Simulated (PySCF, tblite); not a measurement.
**C₄H₇F₃N₂Si: geometry, infrared bands and NMR shifts**

Aim: predict the infrared bands and NMR shifts of C₄H₇F₃N₂Si (`N#C[SiH2]CNCC(F)(F)F`).

The runs use tblite 0.8.0 and PySCF 2.14.0, with density-fitted response routines of our own; the level of theory stands in each step. All values are computed, except where a source is named. Atoms are numbered from 0 throughout.

### 1 The molecule as given

17 atoms, charge 0, multiplicity 1; geometry from: force field or distance geometry start.

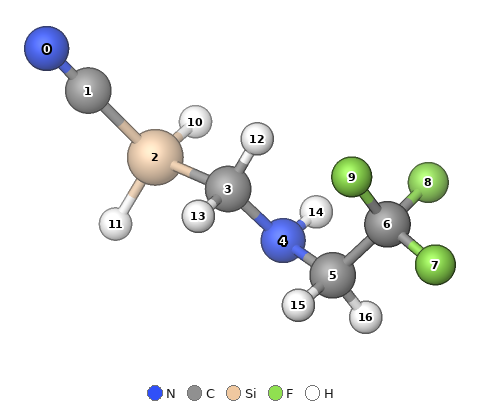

As it starts; nitrogen blue, carbon grey, silicon light orange, fluorine green, hydrogen white, atoms numbered; sticks join atoms by distance.

### 2 Geometry optimisation with GFN2-xTB

The job: settings as JSON, then the geometry in Å.

```
{"job": {"kind": "relax", "xc": "GFN2-xTB", "basis": "xTB"}, "charge": 0, "multiplicity": 1}
N      4.438100     1.566400     0.636900
C      3.627800     0.728600     0.634900
Si     2.334400    -0.629300     0.655300
C      0.641600     0.099200     0.144500
N     -0.413500    -0.940400     0.178900
C     -1.687300    -0.439300    -0.428700
C     -2.447000     0.690500     0.293700
F     -3.656600     0.885800    -0.255300
F     -2.628700     0.376300     1.602700
F     -1.781000     1.857600     0.245000
H      2.190100    -1.228300     2.009700
H      2.696900    -1.731800    -0.276800
H      0.388400     0.906000     0.852800
H      0.749300     0.509000    -0.857200
H     -0.608500    -1.202700     1.143000
H     -1.498800    -0.135200    -1.451300
H     -2.352300    -1.300400    -0.479700
```

Started as:

```bash
OMP_NUM_THREADS=1 python probes_run.py task.json out
```

The driver reads the jobs from task.json and runs them one after another.

What it wrote:

```text
step      E/eV     max force
  0    -920.94064    2.430
  1    -920.89226    7.452
  2    -921.06908    0.607
  3    -921.08954    0.543
  4    -921.10863    0.304
  5    -921.12075    0.255
  6    -921.13461    0.222
  7    -921.14385    0.200
  8    -921.14905    0.160
  9    -921.15120    0.123
 10    -921.15234    0.089
 11    -921.15302    0.053
 12    -921.15341    0.042
 13    -921.15369    0.041
 14    -921.15402    0.045
 15    -921.15446    0.052
 16    -921.15496    0.052
 17    -921.15545    0.049
 18    -921.15586    0.052
 19    -921.15624    0.057
 20    -921.15666    0.055
 21    -921.15720    0.055
 22    -921.15782    0.063
 23    -921.15834    0.055
 24    -921.15864    0.042
 25    -921.15882    0.036
 26    -921.15897    0.036
 27    -921.15912    0.029
 28    -921.15924    0.022
 29    -921.15934    0.028
 30    -921.15947    0.031
 31    -921.15964    0.031
 32    -921.15986    0.033
 33    -921.16006    0.031
 34    -921.16022    0.032
 35    -921.16036    0.032
 36    -921.16051    0.030
 37    -921.16065    0.025
 38    -921.16078    0.026
 39    -921.16088    0.027
 40    -921.16099    0.030
 41    -921.16111    0.027
 42    -921.16122    0.026
 43    -921.16132    0.023
 44    -921.16140    0.022
 45    -921.16147    0.024
 46    -921.16155    0.019
 47    -921.16163    0.022
 48    -921.16171    0.024
 49    -921.16178    0.021
 50    -921.16185    0.017
 51    -921.16191    0.018
 52    -921.16197    0.019
 53    -921.16203    0.022
 54    -921.16210    0.024
 55    -921.16217    0.024
 56    -921.16223    0.017
 57    -921.16226    0.017
 58    -921.16229    0.016
 59    -921.16232    0.014
 60    -921.16236    0.016
 61    -921.16240    0.016
 62    -921.16244    0.015
 63    -921.16248    0.013
 64    -921.16251    0.013
 65    -921.16254    0.017
 66    -921.16258    0.021
 67    -921.16262    0.014
 68    -921.16264    0.010
```

Run time: 0.52 s. Hardware: 1 thread of Arm Neoverse V1, shared host.

The steps of the relaxation: (not every step is listed) (the energy doesn't fall at every step)

| step | energy from step 0 (eV) | largest force (eV/Å) |
| --- | --- | --- |
| 0 | 0.0000 | 2.4301 |
| 1 | 0.0484 | 7.4518 |
| 2 | -0.1284 | 0.6069 |
| 3 | -0.1489 | 0.5432 |
| 4 | -0.1680 | 0.3036 |
| 5 | -0.1801 | 0.2547 |
| 6 | -0.1940 | 0.2217 |
| 7 | -0.2032 | 0.2000 |
| 8 | -0.2084 | 0.1601 |
| 13 | -0.2130 | 0.0413 |
| 18 | -0.2152 | 0.0522 |
| 23 | -0.2177 | 0.0550 |
| 28 | -0.2186 | 0.0225 |
| 33 | -0.2194 | 0.0310 |
| 38 | -0.2201 | 0.0263 |
| 43 | -0.2207 | 0.0233 |
| 48 | -0.2211 | 0.0241 |
| 53 | -0.2214 | 0.0221 |
| 58 | -0.2216 | 0.0163 |
| 63 | -0.2218 | 0.0132 |
| 64 | -0.2219 | 0.0132 |
| 65 | -0.2219 | 0.0171 |
| 66 | -0.2219 | 0.0209 |
| 67 | -0.2220 | 0.0145 |
| 68 | -0.2220 | 0.0097 |

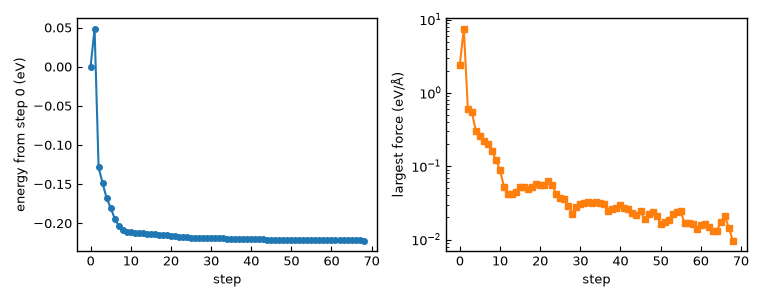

Energy and force, step by step.

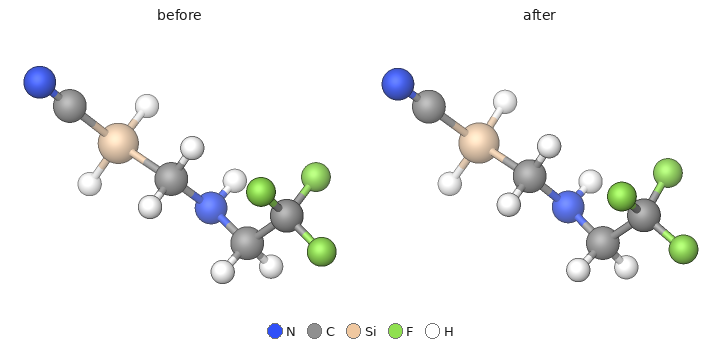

Before and after, at one scale.

Close pairs (by a distance rule), those that changed most:

| bond | before (Å) | after (Å) | change (Å) |
| --- | --- | --- | --- |
| N4–C5 | 1.498 | 1.438 | -0.060 |
| Si2–H11 | 1.489 | 1.461 | -0.027 |
| C3–N4 | 1.482 | 1.457 | -0.024 |
| Si2–H10 | 1.488 | 1.466 | -0.022 |
| N0–C1 | 1.166 | 1.145 | -0.020 |
| C6–F8 | 1.358 | 1.344 | -0.015 |
| C5–H15 | 1.083 | 1.094 | +0.011 |
| C1–Si2 | 1.875 | 1.869 | -0.006 |

The next job starts from the end point, and lists it.

### 3 Vibrational analysis with GFN2-xTB

The job: settings as JSON, then the geometry in Å.

```
{"job": {"kind": "ir", "xc": "GFN2-xTB", "basis": "xTB"}, "charge": 0, "multiplicity": 1}
N      4.418188     1.429151     0.618426
C      3.597143     0.630869     0.643122
Si     2.270742    -0.684883     0.691394
C      0.640082     0.165779     0.179734
N     -0.411332    -0.842808     0.149970
C     -1.648193    -0.441109    -0.463112
C     -2.430644     0.643328     0.293984
F     -3.703887     0.712687    -0.122665
F     -2.466409     0.398539     1.614745
F     -1.914103     1.871507     0.146742
H      2.208434    -1.163277     2.075566
H      2.636942    -1.726584    -0.265807
H      0.402727     1.013935     0.837300
H      0.733188     0.571879    -0.830875
H     -0.582124    -1.197474     1.085154
H     -1.449462    -0.058854    -1.468661
H     -2.308291    -1.310656    -0.536636
```

What it wrote:

```text
mode    cm-1     km/mol
  1      23.6      2.22
  2      40.5      1.02
  3      49.8      2.29
  4      67.1      2.01
  5     106.9      8.05
  6     183.6      1.36
  7     225.3      5.72
  8     256.4      5.95
  9     266.0      6.03
 10     330.3      0.39
 11     357.1     12.63
 12     429.9      9.38
 13     465.2     55.50
 14     471.1      6.36
 15     497.9     25.43
 16     552.5     10.42
 17     597.0     23.69
 18     619.0     14.94
 19     710.5    262.15
 20     740.0     25.33
 21     751.9    132.64
 22     771.9    165.95
 23     788.1     45.56
 24     834.9     61.45
 25     919.7     23.48
 26    1019.5     83.20
 27    1065.6    233.88
 28    1089.7    230.62
 29    1150.1     38.30
 30    1161.9    145.78
 31    1188.7     41.56
 32    1241.1     28.78
 33    1294.5      5.76
 34    1297.7      1.91
 35    1410.0     24.47
 36    1430.6      6.36
 37    1474.2      6.80
 38    2247.7    268.39
 39    2287.4    236.68
 40    2353.8     25.11
 41    2866.6     54.02
 42    2963.7     22.45
 43    2969.8     20.78
 44    2974.7     10.89
 45    3378.0      4.11
```

Run time: 0.69 s. Hardware: 1 thread of Arm Neoverse V1, shared host.

Which atoms move in the most intense modes:

| cm⁻¹ | km/mol | atoms |
| --- | --- | --- |
| 710 | 262.1 | H10 33 %, H11 30 %, Si2 24 % |
| 752 | 132.6 | H10 40 %, H11 38 % |
| 772 | 165.9 | C3 30 %, Si2 18 %, H12 17 %, H14 13 % |
| 1066 | 233.9 | C6 64 %, F7 15 % |
| 1090 | 230.6 | C6 26 %, H13 17 %, N4 11 %, C5 11 % |
| 1162 | 145.8 | C6 69 % |
| 2248 | 268.4 | H10 97 % |
| 2287 | 236.7 | H11 97 % |

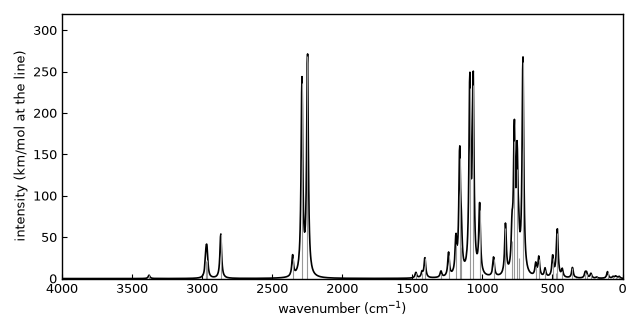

The infrared spectrum from these modes, unscaled. Lines are broadened to a width of 14 cm⁻¹ (Lorentzian).

### 4 NMR shieldings: PBE0/pcSseg-1

The job, as its differences from that of step 3:

```diff
@@ -1,2 +1,2 @@
-{"job": {"kind": "ir", "xc": "GFN2-xTB", "basis": "xTB"}, "charge": 0, "multiplicity": 1}
+{"job": {"kind": "nmr", "xc": "PBE0", "basis": "pcSseg-1"}, "charge": 0, "multiplicity": 1}
 N      4.418188     1.429151     0.618426
```

Level: GIAO PBE0/pcSseg-1 NMR shielding, non-relativistic, gas phase.

What it wrote:

```text
coarse grid: 15696 points
cycle   1  E = -854.1479486750  dE =  1.287e+00  |g| = 9.375e-01  |ddm| = 3.685e+00
cycle   2  E = -853.9279747345  dE =  2.200e-01  |g| = 1.483e+00  |ddm| = 1.253e+00
cycle   3  E = -854.2950661521  dE = -3.671e-01  |g| = 2.459e-01  |ddm| = 8.029e-01
cycle   4  E = -854.3059392676  dE = -1.087e-02  |g| = 9.792e-02  |ddm| = 1.703e-01
cycle   5  E = -854.3079008371  dE = -1.962e-03  |g| = 1.851e-02  |ddm| = 6.028e-02
cycle   6  E = -854.3079716234  dE = -7.079e-05  |g| = 3.430e-03  |ddm| = 1.564e-02
cycle   7  E = -854.3079740869  dE = -2.464e-06  |g| = 7.634e-04  |ddm| = 3.047e-03
final grid: 151160 points
cycle   8  E = -854.3824360943  dE = -5.150e-05  |g| = 8.071e-03  |ddm| = 2.708e-02
cycle   9  E = -854.3824281377  dE =  7.957e-06  |g| = 1.044e-02  |ddm| = 1.429e-02
cycle  10  E = -854.3824507161  dE = -2.258e-05  |g| = 1.145e-03  |ddm| = 7.822e-03
cycle  11  E = -854.3824508803  dE = -1.642e-07  |g| = 6.599e-04  |ddm| = 9.557e-04
cycle  12  E = -854.3824509657  dE = -8.544e-08  |g| = 2.088e-04  |ddm| = 4.296e-04
cycle  13  E = -854.3824509740  dE = -8.238e-09  |g| = 4.119e-05  |ddm| = 1.286e-04
cycle  14  E = -854.3824509743  dE = -3.354e-10  |g| = 8.728e-06  |ddm| = 3.534e-05
converged SCF energy = -854.3824509743

GIAO shielding tensors (ppm)
atom      isotropic    diamagn.    paramagn.     s11        s22        s33       span
  0 N      -99.654     336.676    -436.330   -300.762   -297.766    299.566    600.328
  1 C       64.449     261.266    -196.817    -49.374    -46.015    288.737    338.111
  2 Si     423.896     878.910    -455.014    385.906    426.996    458.784     72.878
  3 C      148.965     253.282    -104.317    125.818    134.141    186.934     61.115
  4 N      236.331     322.752     -86.421    195.915    240.891    272.186     76.271
  5 C      128.095     245.491    -117.397    107.853    124.376    152.055     44.202
  6 C       52.358     246.848    -194.490     49.373     51.784     55.918      6.544
  7 F      254.751     468.032    -213.280    168.034    252.153    344.067    176.033
  8 F      268.113     475.715    -207.602    174.826    280.702    348.810    173.985
  9 F      245.437     477.166    -231.729    163.506    245.478    327.326    163.820
 10 H       27.380      27.681      -0.301     23.816     26.335     31.990      8.174
 11 H       27.300      27.467      -0.167     23.880     25.762     32.257      8.378
 12 H       28.417      33.646      -5.229     22.371     30.295     32.586     10.215
 13 H       29.282      33.727      -4.445     25.367     28.979     33.501      8.133
 14 H       31.065      35.289      -4.224     22.824     31.215     39.156     16.332
 15 H       28.577      30.104      -1.527     24.300     28.733     32.697      8.397
 16 H       28.209      28.201       0.008     22.672     28.151     33.805     11.133
```

Wall time 42 s (1 thread of Arm Neoverse V1, shared host); peak memory 0.94 GiB.

Shifts follow as δ = σ(reference) − σ, with reference shieldings (ppm) from runs at the same level and on the same kind of geometry: ¹H TMS 31.72, ¹³C TMS 186.9, ²⁹Si TMS 349.2, ¹⁹F CFCl3 170.9, ¹⁵N NH3 267.7. The references are single molecules in the gas phase, so shifts against H2O, NH3, PH3, H3PO4 or CFCl3 are not on the usual liquid scales and can be off by tens of ppm. Atoms listed in one row are averaged.

| atoms | environment | σ (ppm) | δ (ppm) | δ scaled to CDCl3 |
| --- | --- | --- | --- | --- |
| C6 | CF3 carbon | 52.4 | 134.6 | 129.4 |
| C1 | nitrile carbon | 64.4 | 122.5 | 117.6 |
| C5 | sp3 CH2 bonded to N | 128.1 | 58.8 | 55.5 |
| C3 | sp3 CH2 bonded to N and Si | 149.0 | 38.0 | 35.1 |
| H10, H11 | hydrogen on a silicon bonded to 2 C | 27.34 | 4.38 | – |
| H15, H16 | hydrogen on an sp3 CH2 bonded to N | 28.39 | 3.32 | 3.24 |
| H12, H13 | hydrogen on an sp3 CH2 bonded to N and Si | 28.85 | 2.87 | 2.81 |
| H14 | hydrogen on an amine nitrogen | 31.07 | 0.65 | – |
| N0 | nitrile nitrogen | -99.7 | 367.4 | – |
| N4 | amine nitrogen | 236.3 | 31.4 | – |
| Si2 | silicon bonded to 2 C, 2 H | 423.9 | -74.7 | – |
| F7, F8, F9 | fluorine of a CF3 group | 256.1 | -85.2 | – |

The scaled column applies a straight-line fit of computed shieldings to shifts measured in CDCl3, and one for carbons that bear F (root-mean-square error 0.16 ppm for H, 1.9 ppm for C).

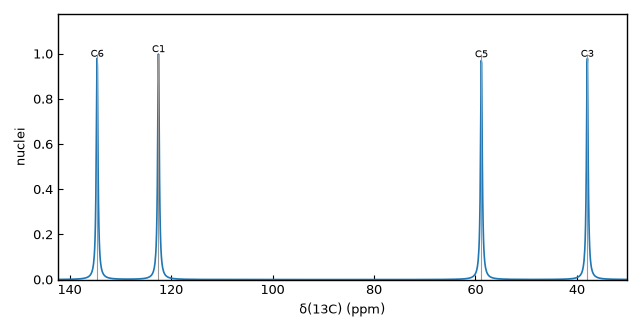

¹³C lines at the computed shifts, without couplings. Lines are broadened to a width of 0.39 ppm (Lorentzian).

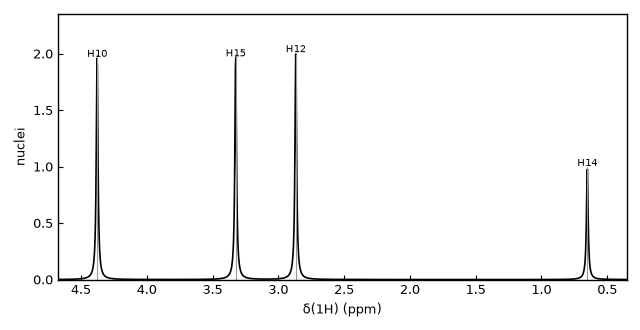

¹H lines at the computed shifts, without couplings. Lines are broadened to a width of 0.01 ppm (Lorentzian).

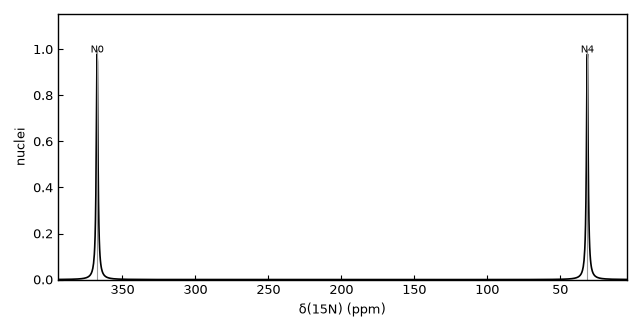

¹⁵N lines at the computed shifts, without couplings. Lines are broadened to a width of 1 ppm (Lorentzian).

Charges from the same density, by scheme (e):

| atoms | Mulliken | IAO | Hirshfeld | ESP fit |
| --- | --- | --- | --- | --- |
| N0 | -0.20 | -0.19 | -0.20 | -0.40 |
| C1 | -0.20 | -0.16 | -0.03 | 0.21 |
| Si2 | 0.72 | 0.77 | 0.39 | 0.28 |
| C3 | -0.34 | -0.43 | -0.11 | -0.19 |
| N4 | -0.52 | -0.41 | -0.16 | -0.51 |
| C5 | -0.08 | -0.20 | -0.05 | -0.35 |
| C6 | 0.74 | 0.78 | 0.26 | 0.64 |
| F7, F8, F9 | -0.27 | -0.29 | -0.09 | -0.21 |

Hirshfeld charges:

N0 -0.20; C1 -0.03; Si2 0.39; C3 -0.11; N4 -0.16; C5 -0.05; C6 0.26; F7 -0.10; F8 -0.10; F9 -0.09; H10 -0.06; H11 -0.06; H12 0.03; H13 0.05; H14 0.11; H15 0.06; H16 0.06

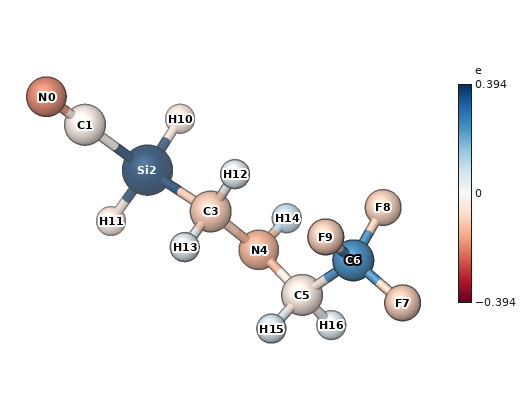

Hirshfeld charges, as colours on the atoms.

Mayer bond orders: N0–C1 2.93, C1–Si2 0.82, Si2–C3 0.92, C3–N4 0.94, N4–C5 1.04, C5–C6 0.98, C6–F7 1.00, C6–F8 0.99, C6–F9 0.99.

### 5 Summary of results

| quantity | value |
| --- | --- |
| strongest single infrared mode (GFN2-xTB) | 2248 cm⁻¹, 268 km/mol |
| zero-point energy (GFN2-xTB) | 68.5 kcal/mol |
| ¹³C shifts against TMS (PBE0/pcSseg-1) | 134.6, 122.5, 58.8, 38.0 ppm |
| ¹H shifts against TMS (PBE0/pcSseg-1, means over atoms taken as alike) | 4.38, 3.32, 2.87, 0.65 ppm |
| ¹⁵N shifts against NH3 (PBE0/pcSseg-1) | 367.4, 31.4 ppm |
| ²⁹Si shifts against TMS (PBE0/pcSseg-1) | -74.7 ppm |
| ¹⁹F shifts against CFCl3 (PBE0/pcSseg-1, means over atoms taken as alike) | -85.2 ppm |

What this shows: Relaxing lowered the energy by 0.222 eV in 68 steps; the close pair that moved most is N4–C5, from 1.498 to 1.438 Å. No mode is imaginary among the 45: a minimum at this level. The strongest single mode, at 2248 cm⁻¹, moves mainly H10. GFN2-xTB is a fitted tight-binding method: band positions and strengths are rough. Its intensities can rank the bands wrongly. At PBE0/pcSseg-1: The widest tensor belongs to N0: span 600 ppm, with a paramagnetic part of -436 ppm.
